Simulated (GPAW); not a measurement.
**Run report: C2H5B, geometry relaxation (part 1 of 5)**

- system: C2H5B, SMILES BC=C
- method: LDA (PW92)/plane waves, scalar-relativistic datasets (GPAW 26.7.0)

The geometry comes from this level: UFF from SMILES.

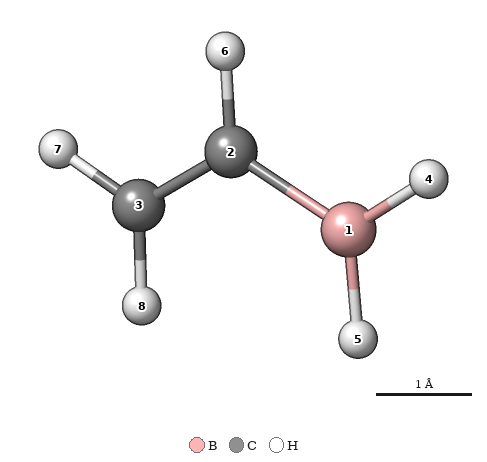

*The structure as given in the input (ball-and-stick view, seen at a tilt; atoms are numbered from 1 in the order of the input).*

## The input (c2h5b.py)
```python
from ase import Atoms
from ase.io import write
from ase.optimize import GPMin
from gpaw import GPAW, PW
from rdkit import Chem
from rdkit.Chem import AllChem

rd = Chem.AddHs(Chem.MolFromSmiles("BC=C"))
AllChem.EmbedMolecule(rd, randomSeed=724)
AllChem.UFFOptimizeMolecule(rd)
mol = Atoms([a.GetSymbol() for a in rd.GetAtoms()], positions=rd.GetConformer().GetPositions())
write("start.xyz", mol)
mol.set_cell([13.0, 13.0, 13.0])
mol.center()

gpaw_calc = GPAW(mode=PW(450), xc="LDA", maxiter=100, symmetry="off", txt="-")
mol.calc = gpaw_calc

opt = GPMin(mol, trajectory="c2h5b.traj")
converged = opt.run(fmax=0.05, steps=60)
print("Converged:", converged)
print(f"Final energy: {mol.get_potential_energy():.5f} eV")
write("relaxed.xyz", mol)
```

Machine: 1 thread of Arm Neoverse V2, 24 GiB of memory available, shared host.

Run as:
```bash
python3 -u c2h5b.py | tee c2h5b.out
```

## The program's output
```
__  _  _
 | _ |_)|_||  |
 |__||  | ||/\| - 26.7.0

units:  Angstrom and eV
cores:  1
OpenMP: False

Versions:
  Python: 3.12.14
  ASE:    3.29.0
  Numpy:  2.5.5
  Scipy:  1.18.1
  Libxc:  7.0.0

        _gpaw.cpython-312-aarch64-linux-gnu.so

Input parameters:
  mode=PW(ecut=450.00000000000006),
  maxiter=100,
  symmetry=Symmetry(point_group=False, time_reversal=False),
  xc=XC(name='LDA')

Diagonalizing LCAO Hamiltonian
Converting LCAO to pw mode
         .-------------------------------.
        /|                               |
       / |                               |
      /  |                               |
     /   |                               |
    /    |                               |
   /     |                               |
  /      |                               |
 *       |                               |
 |       |                               |
 |       |                               |
 |       |              C H              |
 |       |        H  C                   |
 |       |        B  H                   |
 |       |     H                         |
 |       |                               |
 |       .-------------------------------.
 |      /                               /
 |     /                               /
 |    /                               /
 |   /                               /
 |  /                               /
 | /                               /
 |/                               /
 *-------------------------------*

Atoms  # Å, Bohr magnetons
|   | symbol |        x |        y |        z |    initial magnetic moments |
|---|--------|----------|----------|----------|-----------------------------|
| 0 |      B | 5.247435 | 6.440281 | 6.010966 | ( 0.0000,  0.0000,  0.0000) |
| 1 |      C | 6.657498 | 6.036087 | 6.560892 | ( 0.0000,  0.0000,  0.0000) |
| 2 |      C | 7.553825 | 6.955289 | 6.925337 | ( 0.0000,  0.0000,  0.0000) |
| 3 |      H | 4.477084 | 5.601721 | 5.697122 | ( 0.0000,  0.0000,  0.0000) |
| 4 |      H | 4.944530 | 7.578041 | 5.906113 | ( 0.0000,  0.0000,  0.0000) |
| 5 |      H | 6.904053 | 4.982487 | 6.644615 | ( 0.0000,  0.0000,  0.0000) |
| 6 |      H | 8.522916 | 6.645472 | 7.302878 | ( 0.0000,  0.0000,  0.0000) |
| 7 |      H | 7.336699 | 8.017513 | 6.853306 | ( 0.0000,  0.0000,  0.0000) |

Unit cell  # Å
| periodic |         x |         y |         z |   lengths |    angles |
|----------|-----------|-----------|-----------|-----------|-----------|
|       no | 13.000000 |  0.000000 |  0.000000 | 13.000000 | 90.000000 |
|       no |  0.000000 | 13.000000 |  0.000000 | 13.000000 | 90.000000 |
|       no |  0.000000 |  0.000000 | 13.000000 | 13.000000 | 90.000000 |

Number of symmetries: 1
Symmetry operations  # r_c * U_cc + t_c -> r_c
|   | kind |            matrix            |
|---|------|------------------------------|
| 0 |  E   |  1, 0, 0,  0, 1, 0,  0, 0, 1 |

BZ-sampling:
  Number of BZ points: 1
  Number of IBZ points: 1

  Monkhorst-Pack size: [1, 1, 1]
  Monkhorst-Pack shift: [0, 0, 0]

K-points  # in reciprocal-cell coordinates
|   |                                coordinates |     weight |
|---|--------------------------------------------|------------|
| 0 | (  0.00000000,   0.00000000,   0.00000000) | 1.00000000 |

Plane wave coefficients: 23749
Cutoff: 450.00000000000006 eV

Spin-components: 1 (collinear spins)
Bands:           14
Projectors:      30
Spin-degeneracy: 2
Datatype:        float64

  Storage: CPU
  Wave functions: 5_319_776 bytes (5_319_776 per core)
  Projectors: 11_399_520 bytes (11_399_520 per core)

Parallelization:
  kpt:    1
  domain: 1
  band:   1

Density:
  Valence electrons: 16.0
  Components: 1
  Grid points: [64 64 64]
  Charge: 0.0  # |e|

Potential:
  Grid points: [64 64 64]

species:
  B:
    name:    Boron
    Z:       5.0
    valence: 3
    core:    2
    charge:  0.0  # [|e|]
    file:    B.LDA.gz
    compensation charges:
      type: gauss
      rc: 0.20  # [Å]
      lmax: 2
    cutoffs:
      filter: 1.14  # [Å]
      core: 1.42  # [Å]
    projectors
    | kind |    occ | energy [eV] | rcut [Å] |
    |------|--------|-------------|----------|
    |   2s |  2.000 |      -9.383 |    0.635 |
    |   2p |  1.000 |      -3.714 |    0.635 |
    |    s |        |      17.828 |    0.635 |
    |    p |        |      23.498 |    0.635 |
    |    d |        |       0.000 |    0.635 |

    Using partial waves for B as LCAO basis

  C:
    name:    Carbon
    Z:       6.0
    valence: 4
    core:    2
    charge:  0.0  # [|e|]
    file:    C.LDA.gz
    compensation charges:
      type: gauss
      rc: 0.20  # [Å]
      lmax: 2
    cutoffs:
      filter: 1.14  # [Å]
      core: 1.14  # [Å]
    projectors
    | kind |    occ | energy [eV] | rcut [Å] |
    |------|--------|-------------|----------|
    |   2s |  2.000 |     -13.639 |    0.635 |
    |   2p |  2.000 |      -5.414 |    0.635 |
    |    s |        |      13.573 |    0.635 |
    |    p |        |      21.797 |    0.635 |
    |    d |        |       0.000 |    0.635 |

    Using partial waves for C as LCAO basis

  H:
    name:    Hydrogen
    Z:       1.0
    valence: 1
    core:    0
    charge:  0.0  # [|e|]
    file:    H.LDA.gz
    compensation charges:
      type: gauss
      rc: 0.15  # [Å]
      lmax: 2
    cutoffs:
      filter: 0.85  # [Å]
      core: 0.53  # [Å]
    projectors
    | kind |    occ | energy [eV] | rcut [Å] |
    |------|--------|-------------|----------|
    |   1s |  1.000 |      -6.353 |    0.476 |
    |    s |        |      20.858 |    0.476 |
    |    p |        |       0.000 |    0.476 |

    Using partial waves for H as LCAO basis

Reference energy: -2760.864151  # eV

eigensolver:
  PPCG
  Converge bands: occupied
  niter=2

density mixing:
  MSR1-Mixer
  Pratt-step length: 0.05
  Maximum mixing coefficient: 0.75
  Old densities: 10
  SVD Regularization: 0.005
  Good broyden scale: 1.0
  Trust region scale: 1.0
  Backstep threshold: 4.0
  History deletion threshold: 6.0
  Fourier metric: weight=20.0, sigma=0.015

occupation numbers:
  # Zero width

poisson solver:
  ecut: 3600.0000000000005  # eV

xc functional:
  name: None

Initialization done in: 0.986 s

convergence criteria:
- Maximum [total energy] change in last 3 cyles: 0.0005 eV / valence electron
- Maximum integral of absolute [dens]ity change: 0.0001 electrons / valence electron
- Maximum integral of absolute [eigenst]ate change: 4e-08 eV^2 / valence electron
maximum number of iterations: 100

SCF iterations
|iter     |     time |      energy | eigst |  dens |
|---------|----------|-------------|-------|-------|
|iter:   1| 00:00:01 |  -48.187221 | +0.77 |       |
|iter:   2| 00:00:02 |  -47.407801 | -0.88 | -0.50 |
|iter:   3| 00:00:03 |  -43.165083 | -0.32 | -0.53 |
|iter:   4| 00:00:04 |  -43.001536 | -1.28 | -1.19 |
|iter:   5| 00:00:05 |  -42.981838 | -2.19 | -1.53 |
|iter:   6| 00:00:06 |  -42.974575 | -2.95 | -1.94 |
|iter:   7| 00:00:07 |  -42.974683c| -4.34 | -2.34 |
|iter:   8| 00:00:08 |  -42.974719c| -5.50 | -2.79 |
|iter:   9| 00:00:09 |  -42.974719c| -6.64 | -3.60 |
|iter:  10| 00:00:10 |  -42.974719c| -7.72c| -4.19c|

Converged in 10 steps
SCF loop duration: 8.487 s (0.849 s/step)
Energy contributions relative to reference atoms: (reference = -2760.864151)

Energy contributions:
  Kinetic:          43.053291
  Coulomb:         -46.818545
  Zero:              0.012388
  External:          0.000000
  Xc:              -39.221854
  Entropy:           0.000000
  Spinorbit:         0.000000
  ----------------------------
  Free energy:     -42.974719
  Extrapolated:    -42.974719

dipole moment: (0.253768, 0.014788, 0.099622)  # |e|*Ang

Fermi level: -5.340
Eigenvalues  # (at kpt = [0.000, 0.000, 0.000])
| band index |      eig [eV] | occ [0-2] |
|------------|---------------|-----------|
|          0 |       -18.959 |     2.000 |
|          1 |       -14.301 |     2.000 |
|          2 |       -12.189 |     2.000 |
|          3 |       -10.977 |     2.000 |
|          4 |        -9.771 |     2.000 |
|          5 |        -7.687 |     2.000 |
|          6 |        -7.622 |     2.000 |
|          7 |        -7.485 |     2.000 |
|          8 |        -3.194 |     0.000 |
|          9 |        -0.324 |     0.000 |
|         10 |        -0.303 |     0.000 |
|         11 |         0.321 |     0.000 |
|         12 |         0.418 |     0.000 |
|         13 |         0.605 |     0.000 |

Gap: 4.290 eV
Transition (v -> c):
  (s=0, k=0, n=7, [0.00, 0.00, 0.00]) -> (s=0, k=0, n=8, [0.00, 0.00, 0.00])
No difference between direct/indirect transitions
vacuum-level: 0.162  # V

Forces  # eV/Ang
|        x |        y |        z |
|----------|----------|----------|
|  1.34675 | -0.47275 |  0.52350 |  # B    0
| -1.46880 |  0.65315 | -0.57322 |  # C    1
| -0.10137 | -0.42065 | -0.04380 |  # C    2
| -0.39382 | -0.37602 | -0.15934 |  # H    3
| -0.03550 |  0.57406 | -0.00652 |  # H    4
|  0.25296 | -0.40283 |  0.09454 |  # H    5
|  0.46089 |  0.10919 |  0.18271 |  # H    6
| -0.06294 |  0.33482 | -0.02078 |  # H    7

Force computation time: 0.861  # s
       Step     Time          Energy          fmax
GPMin:    0 00:00:10      -42.974719        1.706621
         .-------------------------------.
        /|                               |
       / |                               |
      /  |                               |
     /   |                               |
    /    |                               |
   /     |                               |
  /      |                               |
 *       |                               |
 |       |                               |
 |       |                               |
 |       |              C H              |
 |       |        H  C                   |
 |       |        B  H                   |
 |       |     H                         |
 |       |                               |
 |       .-------------------------------.
 |      /                               /
 |     /                               /
 |    /                               /
 |   /                               /
 |  /                               /
 | /                               /
 |/                               /
 *-------------------------------*

Atoms  # Å, Bohr magnetons
|   | symbol |        x |        y |        z |    initial magnetic moments |
|---|--------|----------|----------|----------|-----------------------------|
| 0 |      B | 5.455941 | 6.367089 | 6.092015 | ( 0.0000,  0.0000,  0.0000) |
| 1 |      C | 6.430098 | 6.137209 | 6.472146 | ( 0.0000,  0.0000,  0.0000) |
| 2 |      C | 7.538131 | 6.890163 | 6.918555 | ( 0.0000,  0.0000,  0.0000) |
| 3 |      H | 4.416112 | 5.543505 | 5.672452 | ( 0.0000,  0.0000,  0.0000) |
| 4 |      H | 4.939033 | 7.666918 | 5.905104 | ( 0.0000,  0.0000,  0.0000) |
| 5 |      H | 6.943216 | 4.920119 | 6.659252 | ( 0.0000,  0.0000,  0.0000) |
| 6 |      H | 8.594271 | 6.662377 | 7.331165 | ( 0.0000,  0.0000,  0.0000) |
| 7 |      H | 7.326955 | 8.069350 | 6.850089 | ( 0.0000,  0.0000,  0.0000) |

Unit cell  # Å
| periodic |         x |         y |         z |   lengths |    angles |
|----------|-----------|-----------|-----------|-----------|-----------|
|       no | 13.000000 |  0.000000 |  0.000000 | 13.000000 | 90.000000 |
|       no |  0.000000 | 13.000000 |  0.000000 | 13.000000 | 90.000000 |
|       no |  0.000000 |  0.000000 | 13.000000 | 13.000000 | 90.000000 |

Initialization done in: 0.692 s

convergence criteria:
- Maximum [total energy] change in last 3 cyles: 0.0005 eV / valence electron
- Maximum integral of absolute [dens]ity change: 0.0001 electrons / valence electron
- Maximum integral of absolute [eigenst]ate change: 4e-08 eV^2 / valence electron
maximum number of iterations: 100

SCF iterations
|iter     |     time |      energy | eigst |  dens |
|---------|----------|-------------|-------|-------|
|iter:   1| 00:00:11 |  -36.382645 | +0.00 |       |
|iter:   2| 00:00:12 |  -36.202543 | -1.53 | -0.99 |
|iter:   3| 00:00:13 |  -35.255062 | -1.48 | -1.03 |
|iter:   4| 00:00:14 |  -35.001338 | -1.90 | -1.31 |
|iter:   5| 00:00:15 |  -34.982205 | -2.56 | -1.69 |
|iter:   6| 00:00:16 |  -34.976705 | -3.25 | -1.88 |
|iter:   7| 00:00:17 |  -34.976413c| -4.44 | -2.35 |
|iter:   8| 00:00:18 |  -34.976411c| -5.64 | -2.94 |
|iter:   9| 00:00:19 |  -34.976411c| -6.58 | -3.54 |
|iter:  10| 00:00:20 |  -34.976411c| -8.00c| -4.16c|

Converged in 10 steps
SCF loop duration: 8.448 s (0.845 s/step)
Energy contributions relative to reference atoms: (reference = -2760.864151)

Energy contributions:
  Kinetic:          62.284750
  Coulomb:         -57.953976
  Zero:              0.002630
  External:          0.000000
  Xc:              -39.309815
  Entropy:           0.000000
  Spinorbit:         0.000000
  ----------------------------
  Free energy:     -34.976411
  Extrapolated:    -34.976411

dipole moment: (0.699535, 0.084510, 0.275821)  # |e|*Ang

Fermi level: -5.160
Eigenvalues  # (at kpt = [0.000, 0.000, 0.000])
| band index |      eig [eV] | occ [0-2] |
|------------|---------------|-----------|
|          0 |       -19.485 |     2.000 |
|          1 |       -15.447 |     2.000 |
|          2 |       -11.946 |     2.000 |
|          3 |       -11.707 |     2.000 |
|          4 |        -8.830 |     2.000 |
|          5 |        -8.791 |     2.000 |
|          6 |        -8.427 |     2.000 |
|          7 |        -5.705 |     2.000 |
|          8 |        -4.615 |     0.000 |
|          9 |        -0.937 |     0.000 |
|         10 |        -0.320 |     0.000 |
|         11 |         0.182 |     0.000 |
|         12 |         0.423 |     0.000 |
|         13 |         0.524 |     0.000 |

Gap: 1.090 eV
Transition (v -> c):
  (s=0, k=0, n=7, [0.00, 0.00, 0.00]) -> (s=0, k=0, n=8, [0.00, 0.00, 0.00])
No difference between direct/indirect transitions
vacuum-level: 0.168  # V

Forces  # eV/Ang
|         x |         y |         z |
|-----------|-----------|-----------|
| -41.15758 |  10.00691 | -16.06021 |  # B    0
|  42.56537 | -11.72722 |  16.59934 |  # C    1
|  -1.74536 |   2.37635 |  -0.66289 |  # C    2
|   1.96271 |   1.30991 |   0.79003 |  # H    3
|   1.14626 |  -2.00888 |   0.42582 |  # H    4
|  -1.60499 |   2.45001 |  -0.60430 |  # H    5
|  -1.67252 |  -0.37199 |  -0.66189 |  # H    6
|   0.50617 |  -2.03673 |   0.17537 |  # H    7
```
